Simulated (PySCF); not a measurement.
# RuO₃: triplet, from a PBE0 minimum start

Where does triplet RuO₃ go from a PBE0 minimum start, is the end point a minimum, and what are its modes, charges and moments?

Computed with PySCF 2.14.0. Level: PBE0, basis Ru def2-TZVP with ECP28, O def2-TZVP, scalar-relativistic core potentials, no spin–orbit coupling, density fitting.

### Step 1. The system as given

4 atoms, charge 0, spin multiplicity 3.

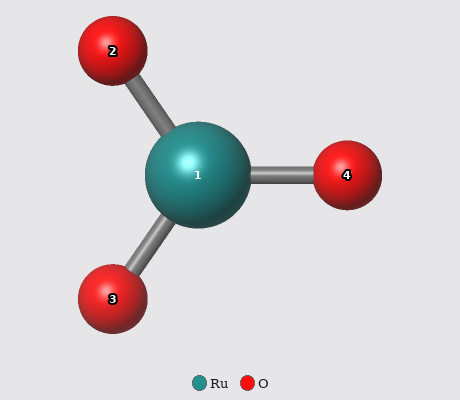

As it starts; ruthenium teal, oxygen red; atoms are numbered from 1 in the order of the file.

Z-matrix (Å, degrees; charge 0 multiplicity 3):
```
Ru
O  1 1.6950
O  1 1.6950 2 111.02
O  1 1.6725 2 124.49 3 180.00
```

### Step 2. Finding the electronic state

One driver script runs all steps and calls PySCF; scf.py shows how it sets up the SCF of each step. The optimiser is the driver's own. After this first run the driver tries any further starts and a stability analysis.

File scf.py:

```python
from pyscf import gto, scf, dft
mol = gto.M(atom='''
Ru     0.026380    -0.000000     0.000000
O     -0.933440     1.397080     0.000000
O     -0.933440    -1.397080     0.000000
O      1.698840     0.000000     0.000000''',
    basis={'Ru': 'def2-TZVP', 'O': 'def2-TZVP'},
    ecp={'Ru': 'def2-TZVP'},
    charge=0, spin=2)
mf = dft.UKS(mol, xc='PBE0')
mf.grids.atom_grid = (50, 194)
aux = {'Ru': 'def2-universal-JKFIT', 'O': 'def2-universal-JKFIT'}
mf = mf.density_fit(auxbasis=aux)
mf.conv_tol = 1e-08
mf.diis_space = 10
mf.max_cycle = 60
mf.init_guess = 'minao'
mf.verbose = 4
mf.kernel()
```

On the command line:

```bash
OMP_NUM_THREADS=4 python axn.py task.json out
```

Output:

```text
init E= -312.528760574383
[... the frontier-level lines of each cycle are left out ...]
cycle= 1 E= -320.188294671521  delta_E= -7.66  |g|= 0.639  |ddm|= 3.14
cycle= 2 E= -319.402503133506  delta_E= 0.786  |g|= 1.62  |ddm|= 1.02
cycle= 3 E= -320.217780068808  delta_E= -0.815  |g|= 0.568  |ddm|= 0.895
cycle= 4 E= -320.33213968509  delta_E= -0.114  |g|= 0.18  |ddm|= 0.352
cycle= 5 E= -320.338583245638  delta_E= -0.00644  |g|= 0.131  |ddm|= 0.139
cycle= 6 E= -320.345726487526  delta_E= -0.00714  |g|= 0.0174  |ddm|= 0.0724
cycle= 7 E= -320.346459675766  delta_E= -0.000733  |g|= 0.0132  |ddm|= 0.0367
cycle= 8 E= -320.347050287346  delta_E= -0.000591  |g|= 0.00849  |ddm|= 0.046
cycle= 9 E= -320.347249365363  delta_E= -0.000199  |g|= 0.00385  |ddm|= 0.0374
cycle= 10 E= -320.347263349646  delta_E= -1.4e-05  |g|= 0.000877  |ddm|= 0.00595
cycle= 11 E= -320.347265673316  delta_E= -2.32e-06  |g|= 0.000956  |ddm|= 0.0028
cycle= 12 E= -320.347266492503  delta_E= -8.19e-07  |g|= 0.000162  |ddm|= 0.00166
cycle= 13 E= -320.34726656049  delta_E= -6.8e-08  |g|= 2.88e-05  |ddm|= 0.000565
cycle= 14 E= -320.347266563482  delta_E= -2.99e-09  |g|= 1.69e-05  |ddm|= 0.000108
Extra cycle  E= -320.34726656322  delta_E= 2.62e-10  |g|= 4.1e-05  |ddm|= 3.35e-05
converged SCF energy = -320.34726656322  <S^2> = 2.1790346  2S+1 = 3.1170721
```

This step, with its further starts and checks, needed 29 s of wall time on 4 threads of Arm Neoverse V1, shared host.

Energies from each starting density:

| start | energy (Eh) |
| --- | --- |
| the minimal-basis guess | -320.347267 |
| a thermally smeared density | -320.347267 |
| a smeared PBE density | -320.347267 |

The test of internal stability and the other starts found no lower solution of this spin.

### Step 3. Relaxation: PBE0 minimum start, triplet

The program finds C2v symmetry in the start, which this walk keeps.

Edit scf.py of step 2 so:

```diff
@@ -3,4 +3,4 @@
-Ru     0.026380    -0.000000     0.000000
-O     -0.933440     1.397080     0.000000
-O     -0.933440    -1.397080     0.000000
-O      1.698840     0.000000     0.000000''',
+Ru     0.026377     0.000000     0.000000
+O     -0.933443     1.397080     0.000000
+O     -0.933443    -1.397080     0.000000
+O      1.698837     0.000000     0.000000''',
@@ -17 +16,0 @@
-mf.init_guess = 'minao'
```

Steps of the walk:

```
step  energy (Eh)  change (kJ/mol)  largest symmetric gradient (Eh/bohr)
   0  -320.347267             0.00                               0.00010
```

The walk took 3.8 s.

After 0 steps and 0.0 kJ/mol it ends at C2v: Ru–O 1.672 Å, Ru–O 1.695 Å (×2); O–Ru–O 111.0°, O–Ru–O 124.5° (×2).

### Step 4. Frequencies

On the finer grid the gradient is checked again; gradients at displacements of ±0.02 bohr then give force constants and infrared intensities.

Edit scf.py of step 3 so:

```diff
@@ -11 +11 @@
-mf.grids.atom_grid = (50, 194)
+mf.grids.atom_grid = (75, 302)
@@ -14 +14 @@
-mf.conv_tol = 1e-08
+mf.conv_tol = 1e-10
```

The driver hands on the density of the step before, so the log starts near convergence.

Log of the central SCF (cycles and frontier levels):

```text
init E= -320.347313837948
[... the frontier-level lines of each cycle are left out ...]
cycle= 1 E= -320.347313837913  delta_E= 3.46e-11  |g|= 9.96e-06  |ddm|= 5.92e-06
Extra cycle  E= -320.347313837385  delta_E= 5.28e-10  |g|= 3.83e-05  |ddm|= 2.25e-05
converged SCF energy = -320.347313837385  <S^2> = 2.1790186  2S+1 = 3.1170619
```

The whole step took 94 s.

Geometry: C2v; Ru–O 1.672 Å, Ru–O 1.695 Å (×2); O–Ru–O 111.0°, O–Ru–O 124.5° (×2).

Modes, for the most abundant isotopes:

```tsv
symmetry	ω (cm⁻¹)	IR (km/mol)
b1	103	37.8
b2	182	16.0
a1	325	0.6
b2	801	114
a1	924	39.4
a1	944	90.3
```

Every mode is real; the point is a minimum.

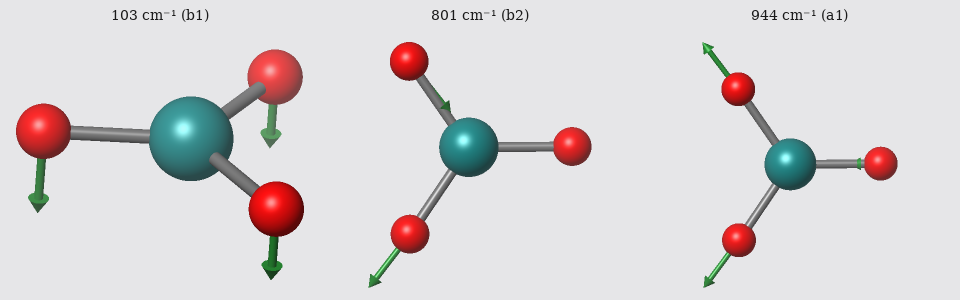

Displacements of 3 of the modes, as arrows (one member where a mode is degenerate).

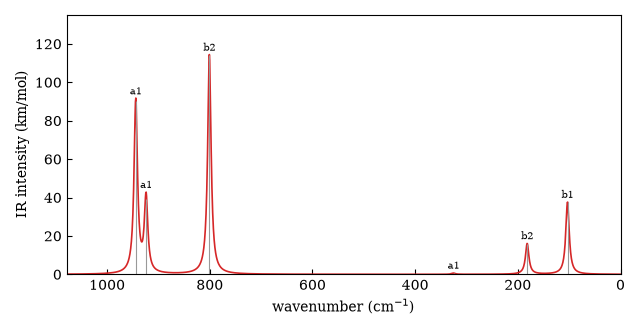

The harmonic infrared spectrum (widths in cm⁻¹). Lines are broadened to a width of 8 cm⁻¹ (Lorentzian).

Constants and moments:

```
Dipole moment                                                   : 0.72 D
Highest occupied level                                          : -8.34 eV
Lowest empty level                                              : -5.50 eV
Rotational constants                                            : 0.27, 0.2275, 0.1235 cm⁻¹
Zero-point energy                                               : 19.6 kJ/mol
Principal polarisabilities                                      : 26.3, 47.6, 51.2 bohr³
Atomisation energy without zero-point energy                    : 1305 kJ/mol
Principal traceless quadrupole moments about the centre of mass : -4.25, -3.62, 7.86 D Å
Entropy at 298.15 K and 1 bar (electronic part: spin only)      : 309.9 J/(mol K)
Heat capacity Cp at 298.15 K                                    : 62.5 J/(mol K)
Enthalpy at 298.15 K above 0 K                                  : 14.85 kJ/mol
Rotational symmetry number                                      : 2
Spin squared ⟨S²⟩                                               : 2.179
```

Populations by atom (charges in e):

```
atom  Mulliken  Löwdin  polar tensor  spin (Mulliken)  Mayer order to Ru1
 Ru1      1.52    0.78          1.59             1.31                   –
O2,3     -0.51   -0.27         -0.52             0.52                1.58
  O4     -0.50   -0.24         -0.56            -0.35                1.59
```

Outer orbital energies (eV). α occupied: -13.73, -13.62, -11.07, -10.60, -10.56, -10.09, -9.59, -8.34; empty: -4.91, -2.38, -1.83, 0.12. β occupied: -14.19, -13.58, -12.57, -11.85, -10.59, -10.24, -10.05, -9.75; empty: -5.50, -4.55, -3.84, -1.89.

Mulliken populations on Ru1 (outside its core potential): s 2.31, p 6.22, d 5.91, f 0.04.

### Step 5. Summary of results

| quantity | value |
| --- | --- |
| minimum | triplet, C2v |
| geometry | Ru–O 1.672 Å, Ru–O 1.695 Å (×2); O–Ru–O 111.0°, O–Ru–O 124.5° (×2) |
| wavenumbers (cm⁻¹) | 103 (b1), 182 (b2), 325 (a1), 801 (b2), 924 (a1), 944 (a1) |
| dipole moment | 0.72 D |
| highest occupied, lowest empty level (either spin) | -8.34, -5.50 eV |
| polar-tensor charge of Ru1 | +1.59 e |
| zero-point energy | 19.6 kJ/mol |
| entropy at 298.15 K | 309.9 J/(mol K) |
| atomisation energy (no zero-point energy) | 1305 kJ/mol |
| ⟨S²⟩ | 2.179 |

The PBE0 minimum start keeps its C2v symmetry and ends in a minimum. The strongest infrared band lies at 801 cm⁻¹ (b2, stretch). Most of the spin sits on Ru1 (Mulliken spin 1.31, against 2 for the whole molecule). Other starts or spin states, not run here, may lie lower. Open d and f shells are described by one determinant, and the ground state may have another occupation or spin.

The search up to here took 2.1 min.
